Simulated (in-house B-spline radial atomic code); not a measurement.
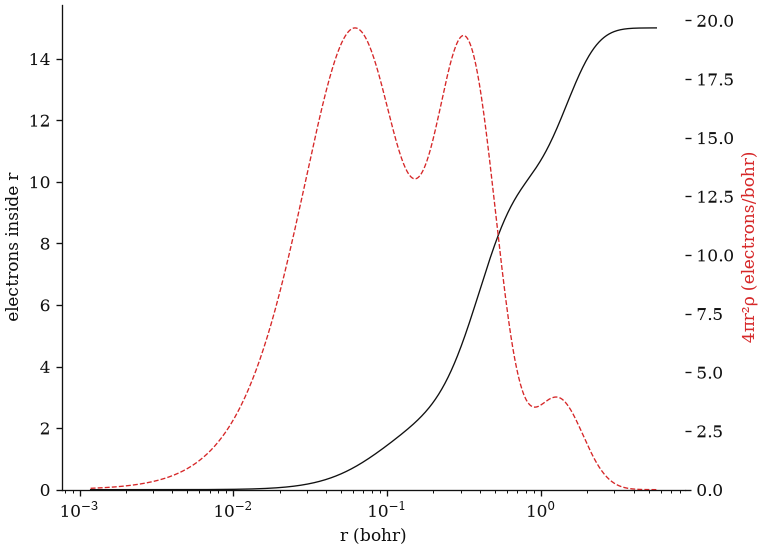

The chlorine ion Cl²⁺ in the configuration [Ne] 3s2 3p3 (open shells shared over both j by 2j + 1). All numbers are computed, not measured: Dirac-Coulomb B3LYP, spherical density, exact exchange averaged over the configuration, Fermi nucleus, basis-set limit (an in-house B-spline radial code).

The plot shows the number of electrons inside radius r (solid) and the radial density 4πr²ρ (dashed).

What does the plot show?

The count levels off at 15 electrons. Half of them lie within 0.465 bohr, 90 % within 1.78 bohr and 99 % within 2.89 bohr. The radial density has minima at 0.15 and 0.91 bohr, where the count stands at 2.2 and 10.4; these part the shells that the density resolves.
